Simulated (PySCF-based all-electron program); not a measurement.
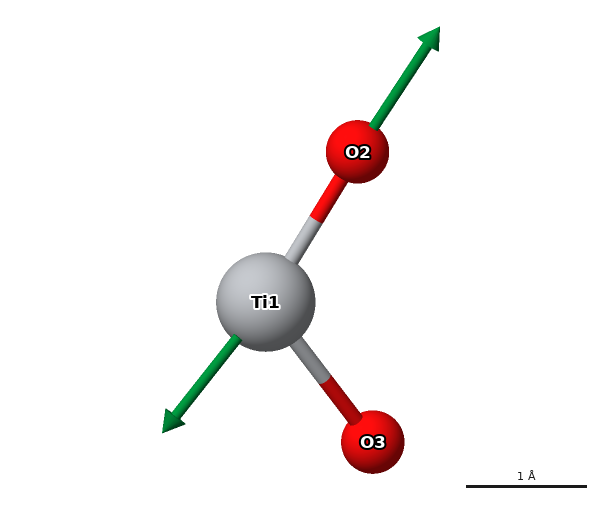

Arrows show the forces on the atoms, 0.1 Å of arrow for 1 eV/Å; forces under a tenth of the largest aren't drawn. The species is neutral and a spin singlet. Level of theory: PBE, all-electron, scalar-relativistic (Koelling-Harmon), large uncontracted Gaussian sets (PySCF-based all-electron program).

> Along which bond is the force strongest?

Ti1–O2, now 1.485 Å: the forces push its atoms apart, so a first step downhill lengthens it.

List the force components in the frame of the picture (x right, y up, z towards the viewer), in eV/Å.

| atom | Fx | Fy | Fz |
| --- | --- | --- | --- |
| Ti1 | −6.38 | −8.08 | −0.62 |
| O2 | 5.61 | 8.54 | 1.07 |
| O3 | 0.78 | −0.46 | −0.44 |
